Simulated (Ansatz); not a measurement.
## AlH₃O₂: nudged elastic band

AlH₃O₂, computed with RKS B3LYP/def2-mTZVP (Ansatz 0.2.0).

It belongs to a series of runs on one base structure; here: band between the two ends. Figures and captions count atoms from 1; the log counts them from 0 in places.

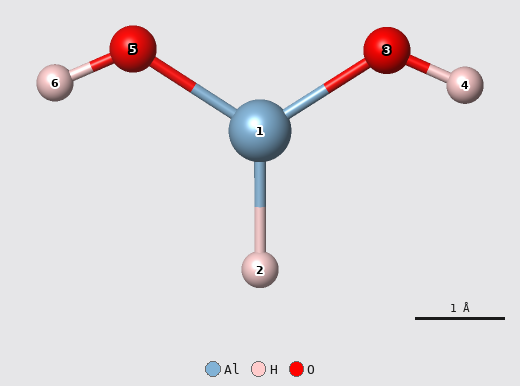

The structure as given in the input (ball-and-stick view, seen on its broad side; atoms are numbered from 1 in the order of the input). Sticks mark near contacts. Bond lengths as drawn: Al–H 1.58 Å, Al–O 1.70 Å and H–O 0.96 Å.

Input:
```yaml
crystal:
  periodic: [false, false, false]
  atoms:
    - { symbol: Al, position_ang: [0.251804, -0.287493, 0.278422] }
    - { symbol: H, position_ang: [0.058668, -0.199999, 1.840284] }
    - { symbol: O, position_ang: [1.782609, -0.364113, -0.456751] }
    - { symbol: H, position_ang: [2.607003, -0.358174, 0.038534] }
    - { symbol: O, position_ang: [-1.053057, -0.313058, -0.810775] }
    - { symbol: H, position_ang: [-1.973227, -0.275762, -0.533714] }
basis:
  gaussian: { orbitals: def2-mTZVP }
hamiltonian:
  xc: b3lyp
neb:
  order_check: false
  images: 7
  f_tol: 0.03
  max_iterations: 60
  final_atoms:
    - { symbol: Al, position_ang: [-0.59417801, 0.7852195, 0.55655556] }
    - { symbol: H, position_ang: [1.83669802, -0.5284143, 1.29980527] }
    - { symbol: O, position_ang: [1.46813367, -0.11928131, 0.50248717] }
    - { symbol: H, position_ang: [1.20060622, -0.84210454, -0.09841541] }
    - { symbol: O, position_ang: [-0.72671481, -0.47215647, -0.68208285] }
    - { symbol: H, position_ang: [-1.5107451, -0.62186188, -1.22234974] }
  initial_path:
    images:
      - { positions_ang: [[0.251804, -0.287493, 0.278422], [0.058668, -0.199999, 1.840284], [1.782609, -0.364113, -0.456751], [2.607003, -0.358174, 0.038534], [-1.053057, -0.313058, -0.810775], [-1.973227, -0.275762, -0.533714]] }
      - { positions_ang: [[0.18546443, -0.21746761, 0.22057555], [0.3067353, -0.19626123, 1.73954454], [1.82063646, -0.266462, -0.24299874], [2.52483425, -0.48693045, 0.05241533], [-1.17811738, -0.21827297, -0.81882382], [-1.98575307, -0.41320474, -0.59471286]] }
      - { positions_ang: [[0.11912487, -0.14744221, 0.1627291], [0.55480259, -0.19252347, 1.63880507], [1.85866393, -0.16881101, -0.02924647], [2.44266551, -0.6156869, 0.06629665], [-1.30317776, -0.12348793, -0.82687263], [-1.99827914, -0.55064748, -0.65571172]] }
      - { positions_ang: [[0.0527853, -0.07741682, 0.10488266], [0.80286989, -0.1887857, 1.53806561], [1.89669139, -0.07116001, 0.18450579], [2.36049676, -0.74444335, 0.08017798], [-1.42823814, -0.0287029, -0.83492145], [-2.01080521, -0.68809021, -0.71671058]] }
      - { positions_ang: [[-0.01355427, -0.00739142, 0.04703621], [1.05093719, -0.18504794, 1.43732614], [1.93471886, 0.02649098, 0.39825805], [2.27832801, -0.8731998, 0.09405931], [-1.55329852, 0.06608213, -0.84297027], [-2.02333128, -0.82553295, -0.77770944]] }
      - { positions_ang: [[-0.1587102, 0.19076131, 0.17441605], [1.2473774, -0.27088953, 1.40294592], [1.81807256, -0.00995209, 0.42431533], [2.00889757, -0.86542599, 0.04594063], [-1.34665259, -0.06847752, -0.80274841], [-1.89518473, -0.77461518, -0.88886951]] }
      - { positions_ang: [[-0.30386614, 0.38891404, 0.30179589], [1.4438176, -0.35673112, 1.3685657], [1.70142627, -0.04639516, 0.45037261], [1.73946712, -0.85765217, -0.00217805], [-1.14000666, -0.20303717, -0.76252656], [-1.76703819, -0.72369742, -1.00002959]] }
      - { positions_ang: [[-0.44902208, 0.58706677, 0.42917572], [1.64025781, -0.44257271, 1.33418548], [1.58477997, -0.08283824, 0.47642989], [1.47003667, -0.84987836, -0.05029673], [-0.93336073, -0.33759682, -0.7223047], [-1.63889164, -0.67277965, -1.11118966]] }
      - { positions_ang: [[-0.59417801, 0.7852195, 0.55655556], [1.83669802, -0.5284143, 1.29980527], [1.46813367, -0.11928131, 0.50248717], [1.20060622, -0.84210454, -0.09841541], [-0.72671481, -0.47215647, -0.68208285], [-1.5107451, -0.62186188, -1.22234974]] }
```

Launch command:
```bash
ansatz run input.yaml --threads 1 --pin off --max-ram 2048MiB --backend cpu --events-out ev --progress --plain --runs-dir out
```

Output:
```
Engine: ansatz 0.2.0, aarch64-unknown-linux-gnu
Functional definition: B3LYP
  parameter a0 = 0.2
  parameter ax = 0.72
  parameter ac = 0.81
  exchange = (1 - a0 - ax)*slater_x + ax*b88_x + a0*exact_x
  correlation = (1 - ac)*vwn_rpa_c + ac*lyp_c
684 factors; their error is unknown
mean field evaluation 1: about -10733.1323 eV, gradient 8.6e1 eV
mean field evaluation 2: about -10687.3945 eV, gradient 1.7e2 eV
mean field evaluation 4: about -10745.0091 eV, gradient 1.9e0 eV
mean field evaluation 8: about -10745.0595 eV, gradient 9.1e-3 eV
mean field -10745.05951020 eV, -394.8736537370 hartree, gradient 4.6e-5 eV, S^2 0.000000; 0 other end points of the search recorded, 0 dependent functions left out
the calculation of the forces begins
reference -10745.05974125 eV, -394.8736622279 hartree; 16, 16 occupied and 63, 63 virtual orbitals, 684 factors
684 factors; their error is unknown
mean field evaluation 16: about -10674.2943 eV, gradient 1.8e2 eV
mean field -10743.49894229 eV, -394.8163039239 hartree, gradient 1.0e-5 eV, S^2 0.000000; 0 other end points of the search recorded, 0 dependent functions left out
[... from here on the field's lines of each further geometry are left out, up to the last ...]
NEB iter   1: max|band force component| = 2.166e1 eV/Å  barrier→ = 4.0450 eV  barrier← = 2.4844 eV  Δτ_max = 0.1969 Å  (231 SCF iters)
NEB iter   2: max|band force component| = 4.280e0 eV/Å  barrier→ = 3.4758 eV  barrier← = 1.9152 eV  Δτ_max = 0.2000 Å  (225 SCF iters)
NEB iter   3: max|band force component| = 1.656e0 eV/Å  barrier→ = 3.1703 eV  barrier← = 1.6097 eV  Δτ_max = 0.1985 Å  (214 SCF iters)
NEB iter   4: max|band force component| = 7.440e-1 eV/Å  barrier→ = 3.0138 eV  barrier← = 1.4533 eV  Δτ_max = 0.1870 Å  (212 SCF iters)
NEB iter   5: max|band force component| = 5.885e-1 eV/Å  barrier→ = 3.0089 eV  barrier← = 1.4483 eV  Δτ_max = 0.1979 Å  (217 SCF iters)
NEB iter   6: max|band force component| = 3.407e0 eV/Å  barrier→ = 3.0074 eV  barrier← = 1.4468 eV  Δτ_max = 0.0980 Å  (223 SCF iters)
NEB iter   7: max|band force component| = 5.345e-1 eV/Å  barrier→ = 2.9979 eV  barrier← = 1.4373 eV  Δτ_max = 0.1152 Å  (199 SCF iters)
NEB iter   8: max|band force component| = 6.079e-1 eV/Å  barrier→ = 2.9686 eV  barrier← = 1.4081 eV  CI = image 4  Δτ_max = 0.0618 Å  (200 SCF iters)
NEB iter   9: max|band force component| = 2.329e-1 eV/Å  barrier→ = 2.9971 eV  barrier← = 1.4366 eV  CI = image 4  Δτ_max = 0.0193 Å  (200 SCF iters)
NEB iter  10: max|band force component| = 7.641e-2 eV/Å  barrier→ = 2.9957 eV  barrier← = 1.4351 eV  CI = image 4  Δτ_max = 0.0245 Å  (194 SCF iters)
NEB iter  11: max|band force component| = 7.461e-2 eV/Å  barrier→ = 2.9944 eV  barrier← = 1.4339 eV  CI = image 4  Δτ_max = 0.0243 Å  (194 SCF iters)
NEB iter  12: max|band force component| = 6.672e-2 eV/Å  barrier→ = 2.9943 eV  barrier← = 1.4337 eV  CI = image 4  Δτ_max = 0.0147 Å  (196 SCF iters)
NEB iter  13: max|band force component| = 4.168e-2 eV/Å  barrier→ = 2.9942 eV  barrier← = 1.4336 eV  CI = image 4  Δτ_max = 0.0136 Å  (196 SCF iters)
NEB iter  14: max|band force component| = 3.447e-2 eV/Å  barrier→ = 2.9942 eV  barrier← = 1.4336 eV  CI = image 4  Δτ_max = 0.0038 Å  (172 SCF iters)
the calculation of the forces begins
reference -10743.45840119 eV, -394.8148140662 hartree; 16, 16 occupied and 63, 63 virtual orbitals, 684 factors
684 factors; their error is unknown
mean field evaluation 960: about -10742.0653 eV, gradient 7.9e-5 eV
mean field -10742.06533959 eV, -394.7636199967 hartree, gradient 6.8e-6 eV, S^2 0.000000; 1 other end points of the search recorded, 0 dependent functions left out
the calculation of the forces begins
reference -10742.06555597 eV, -394.7636279483 hartree; 16, 16 occupied and 63, 63 virtual orbitals, 684 factors
NEB iter  15: max|band force component| = 2.511e-2 eV/Å  barrier→ = 2.9942 eV  barrier← = 1.4336 eV  CI = image 4  Δτ_max = 0.0000 Å  (348 SCF iters)
```

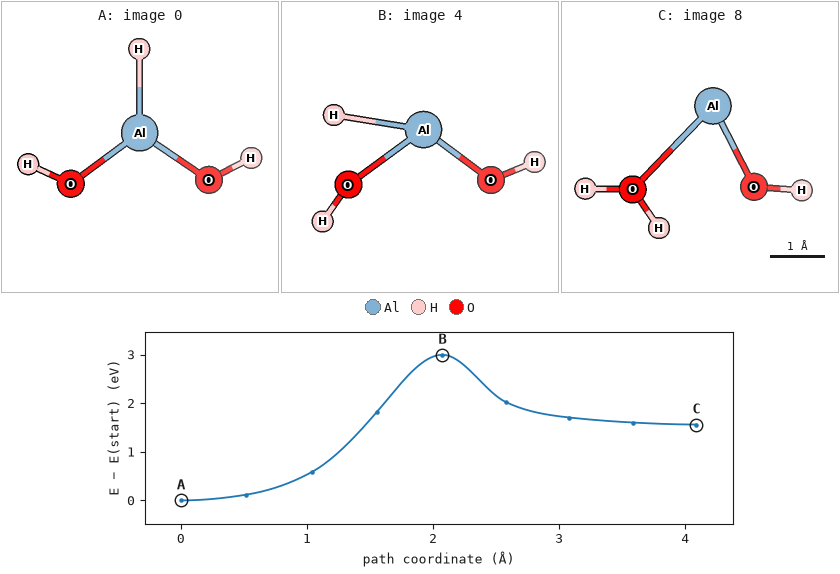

Images of the last band (counted from 0; ball-and-stick, seen at a tilt) above the energy along the path; the line is a cubic interpolation that uses the forces. The highest image is number 4, 2.994 eV above the start and 1.434 eV above the end (the climbing image); the end lies 1.561 eV above the start. The path is 4.09 Å long. The band converged in 15 iterations.

```
Total energy: -10742.06555597 eV, -394.7636279483 hartree
Atom 0 at    -0.193290     0.028784     0.515662 Å, force     0.001102     0.000190    -0.000099 eV/Å
Atom 1 at     1.211274    -0.078227     1.529738 Å, force    -0.001380    -0.000252    -0.000254 eV/Å
Atom 2 at     1.626379    -0.046550     0.237889 Å, force    -0.000199     0.000726     0.000609 eV/Å
Atom 3 at     2.150004    -0.795337    -0.111795 Å, force     0.000313    -0.000489    -0.000202 eV/Å
Atom 4 at    -1.080510    -0.432730    -0.874030 Å, force     0.000383    -0.000317    -0.002220 eV/Å
Atom 5 at    -2.040057    -0.474538    -0.941463 Å, force    -0.000218     0.000142     0.002167 eV/Å
Dipole moment:    -0.082511    -0.196820    -0.024486 e Å
this run last wrote the band of iteration 15 to [file]
```

The last band as extended XYZ (Å, eV, eV/Å):
```
6
Properties=species:S:1:pos:R:3:forces:R:3 image=0 energy=-10745.05951
Al    0.2518   -0.2875    0.2784   -0.0031   0.0015   0.0255
H     0.0587   -0.2000    1.8403    0.0025  -0.0013  -0.0230
O     1.7826   -0.3641   -0.4568    0.0023  -0.0001  -0.0008
H     2.6070   -0.3582    0.0385   -0.0074   0.0001  -0.0013
O    -1.0531   -0.3131   -0.8108    0.0004  -0.0001  -0.0020
H    -1.9732   -0.2758   -0.5337    0.0053   0.0000   0.0016
6
Properties=species:S:1:pos:R:3:forces:R:3 image=1 energy=-10744.94126
Al    0.2274   -0.1935    0.3596    0.0777  -0.0545  -0.0623
H     0.1720   -0.1435    1.9313   -0.2833  -0.0227  -0.0165
O     1.7610   -0.0999   -0.3606    0.0153  -0.1126  -0.2020
H     2.5100   -0.6335   -0.0879    0.1786   0.1039   0.0789
O    -1.0218   -0.3236   -0.7793    0.0073   0.0318   0.0255
H    -1.9747   -0.4045   -0.7071    0.0045   0.0541   0.1764
6
Properties=species:S:1:pos:R:3:forces:R:3 image=2 energy=-10744.47746
Al    0.1519   -0.1249    0.4102    0.4786  -0.1765  -0.1303
H     0.4854   -0.0767    1.9403   -1.1052   0.0237   0.4239
O     1.7437    0.0067   -0.1552    0.2134  -0.0001  -0.6990
H     2.3169   -0.7612   -0.1773    0.3154  -0.0057  -0.1154
O    -1.0387   -0.3745   -0.7700    0.0507   0.0941   0.2283
H    -1.9855   -0.4680   -0.8919    0.0471   0.0646   0.2925
6
Properties=species:S:1:pos:R:3:forces:R:3 image=3 energy=-10743.23686
Al    0.0036   -0.0580    0.4553    1.2361  -0.4023  -0.3622
H     0.8802   -0.0710    1.7889   -1.8139   0.1832   1.4229
O     1.6758   -0.0116    0.0488    0.3336   0.1174  -1.2779
H     2.2052   -0.7807   -0.1666    0.2698  -0.1057  -0.4184
O    -1.0704   -0.4024   -0.8242   -0.0342   0.1555   0.4282
H    -2.0207   -0.4749   -0.9461    0.0085   0.0518   0.2075
6
Properties=species:S:1:pos:R:3:forces:R:3 image=4 energy=-10742.06534
Al   -0.1933    0.0288    0.5157    0.0011   0.0002  -0.0001
H     1.2113   -0.0782    1.5297   -0.0014  -0.0003  -0.0003
O     1.6264   -0.0466    0.2379   -0.0002   0.0007   0.0006
H     2.1500   -0.7953   -0.1118    0.0003  -0.0005  -0.0002
O    -1.0805   -0.4327   -0.8740    0.0004  -0.0003  -0.0022
H    -2.0401   -0.4745   -0.9415   -0.0002   0.0001   0.0022
6
Properties=species:S:1:pos:R:3:forces:R:3 image=5 energy=-10743.03777
Al   -0.4472    0.1852    0.5630   -0.7398   0.2992   0.2054
H     1.5178   -0.1160    1.3487    0.8643  -0.2383  -0.4880
O     1.6060   -0.0852    0.3570   -0.0805   0.0361   0.3308
H     2.0799   -0.8769    0.0246   -0.1295   0.0360   0.2321
O    -1.0604   -0.4511   -0.9227    0.0458  -0.0646  -0.1181
H    -2.0223   -0.4547   -1.0146    0.0397  -0.0685  -0.1622
6
Properties=species:S:1:pos:R:3:forces:R:3 image=6 energy=-10743.35484
Al   -0.5965    0.4623    0.5614   -0.1157   0.0995   0.0485
H     1.7979   -0.1263    1.3454    0.1791  -0.0391  -0.0006
O     1.5349   -0.1552    0.4117   -0.0498   0.0034   0.0301
H     1.8256   -1.0172    0.0633   -0.1236   0.0037  -0.0463
O    -0.9861   -0.4709   -0.8601    0.0413  -0.0071   0.0437
H    -1.9020   -0.4913   -1.1657    0.0687  -0.0604  -0.0754
6
Properties=species:S:1:pos:R:3:forces:R:3 image=7 energy=-10743.45818
Al   -0.6154    0.6378    0.5694   -0.0141   0.0392   0.0098
H     1.8946   -0.2862    1.3264    0.0333  -0.0354  -0.0110
O     1.4645   -0.1472    0.4687   -0.0221   0.0155   0.0105
H     1.4796   -0.9967   -0.0065   -0.0919   0.0228  -0.0317
O    -0.8501   -0.4669   -0.7748    0.0428  -0.0099   0.0306
H    -1.6993   -0.5394   -1.2272    0.0520  -0.0322  -0.0082
6
Properties=species:S:1:pos:R:3:forces:R:3 image=8 energy=-10743.49894
Al   -0.5942    0.7852    0.5566   -0.0022   0.0018   0.0030
H     1.8367   -0.5284    1.2998    0.0044  -0.0002   0.0113
O     1.4681   -0.1193    0.5025    0.0000  -0.0038  -0.0100
H     1.2006   -0.8421   -0.0984   -0.0026   0.0019  -0.0019
O    -0.7267   -0.4722   -0.6821    0.0013   0.0041  -0.0010
H    -1.5107   -0.6219   -1.2224   -0.0009  -0.0039  -0.0015
```

Key numbers:

| quantity | value |
| --- | --- |
| outcome | converged |
| barrier, forward | 2.994 eV |
| barrier, backward | 1.434 eV |
| hardware | 1 thread of Arm Neoverse V2, 24 GiB of memory available, shared host |
| wall time | 2.7 min |
| peak memory | 0.13 GiB |

Remarks:

The order of the saddle point was not checked.
